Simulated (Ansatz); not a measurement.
# Cl2FH3HfOSi: molecular dynamics

Purpose: to follow the molecule's vibrations and see whether its bonds hold. The start is relaxed first. Runs: 300 steps of 0.5 fs under a Langevin thermostat at 2000 K.

All numbers below are computed with Ansatz 0.2.0 (RKS BLYP/def2-SVP).

### Step 1. The system as given

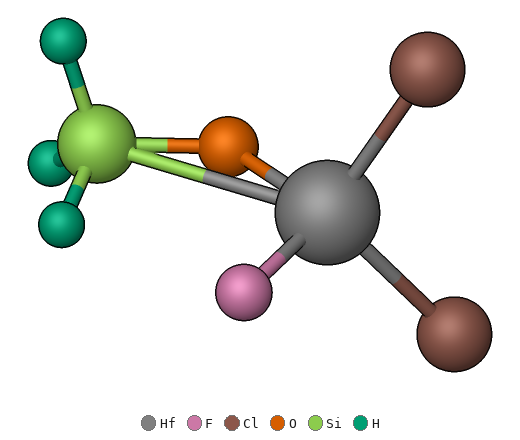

Start, viewed from a chosen angle; hafnium grey, fluorine pink, chlorine brown, oxygen orange, silicon green, hydrogen teal.

As a file:

```xyz
9

Hf    0.0000    0.0000    0.0000
F     0.0000    0.0000    1.9800
Cl    2.3764    0.0000   -0.8392
Cl   -1.1869    2.0563   -0.8392
O    -0.9750   -1.6891   -0.6893
Si   -1.8567   -2.7511    0.2684
H    -1.4471   -2.6052    1.6622
H    -3.2801   -2.4505    0.1462
H    -1.6101   -4.1218   -0.1696
```

### Step 2. Relaxing the start

input.yaml reads:

```yaml
crystal:
  periodic: [false, false, false]
  atoms:
    - { symbol: Hf, position_ang: [0.0, 0.0, 0.0] }
    - { symbol: F, position_ang: [0.0, 0.0, 1.98] }
    - { symbol: Cl, position_ang: [2.3764, 0.0, -0.8392] }
    - { symbol: Cl, position_ang: [-1.1869, 2.0563, -0.8392] }
    - { symbol: O, position_ang: [-0.975, -1.6891, -0.6893] }
    - { symbol: Si, position_ang: [-1.8567, -2.7511, 0.2684] }
    - { symbol: H, position_ang: [-1.4471, -2.6052, 1.6622] }
    - { symbol: H, position_ang: [-3.2801, -2.4505, 0.1462] }
    - { symbol: H, position_ang: [-1.6101, -4.1218, -0.1696] }
basis:
  gaussian: { orbitals: def2-SVP }
hamiltonian:
  xc: blyp
relax:
  f_tol: 0.02
  max_steps: 40
```

Run with:

```
$ ansatz run input.yaml --threads 2 --pin off --max-ram 3072MiB --backend cpu --events-out ev --progress --plain --runs-dir out
```

Further steps of the session: Dynamics.

**Question.** What will these runs give? Wanted: relaxation of the start; temperature, first and last step; temperature, second half; potential energy, second half; bonds formed or broken.

As calculated:

```
                        quantity                            value
         relaxation of the start         10 moves, 0.767 eV lower
                          length              300 steps of 0.5 fs
temperature, first and last step                  1778 and 2528 K
        temperature, second half  mean 1850 K, from 937 to 2978 K
   potential energy, second half     +189 meV/atom from the start
          bonds formed or broken                                0
```

What this shows: Against a set 2000 K the second half averages 1850 K with a spread of 437 K. The bonding pattern survives the run. A run of 150 fs with 9 atoms shows the motion but fixes no equilibrium value. The nuclei move classically, without zero-point motion, which matters most for hydrogen.
